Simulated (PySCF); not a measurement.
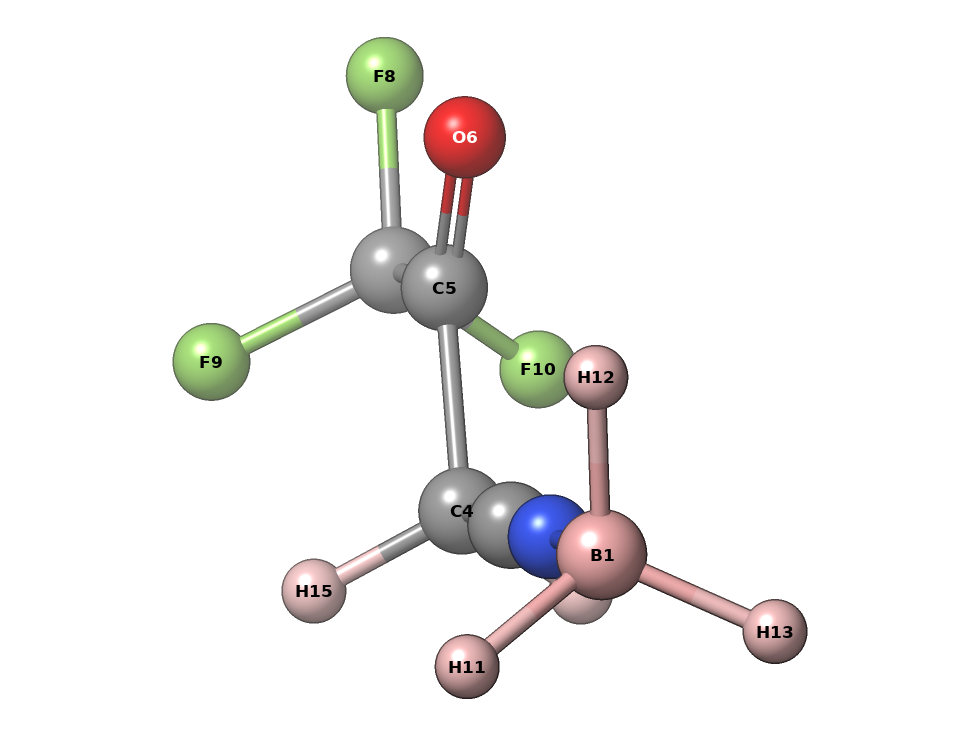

C7 lies behind C5. The molecule seen a little off the C5–C7 bond, C5 in front. Atoms fade into the background with distance from the viewer. The computed structure is the end point of a PBE0-D3(BJ)/def2-SVP optimisation. No frequency run is at hand to confirm it as a minimum.

What is the torsion angle O6–C5–C7–F8? The sign is positive where the front bond must turn clockwise to cover the back bond.

Answer. 2°, synperiplanar (eclipsed).
